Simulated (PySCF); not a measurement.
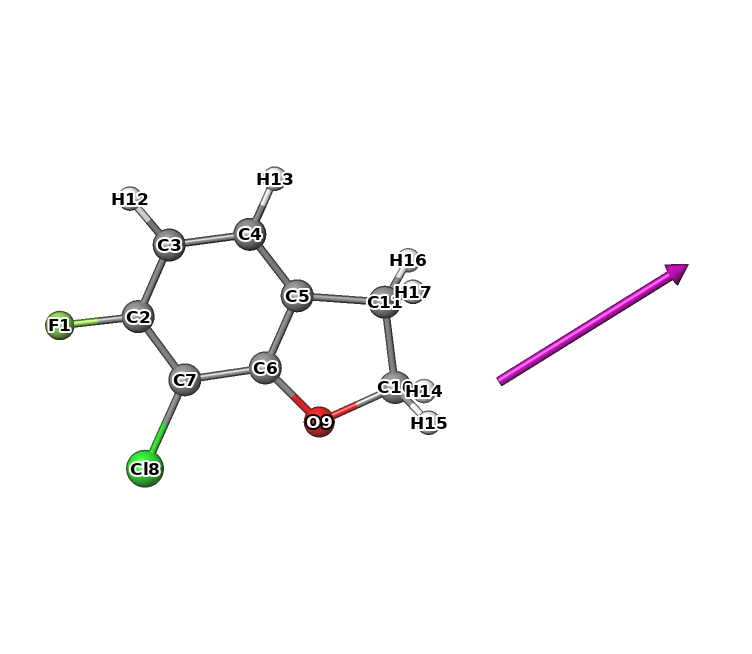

The arrow beside the molecule shows the direction of the dipole moment, from the negative to the positive end (its length means nothing). The computed structure is the end point of a GFN2-xTB optimisation. No frequency run is at hand to confirm it as a minimum. Method: PBE0/pcSseg-1, gas phase (PySCF 2.14.0).

**Estimate the dipole moment.**

4.45 D; it points from the side of Cl8 to the side of H16, H17 (the outermost atoms at the two ends).
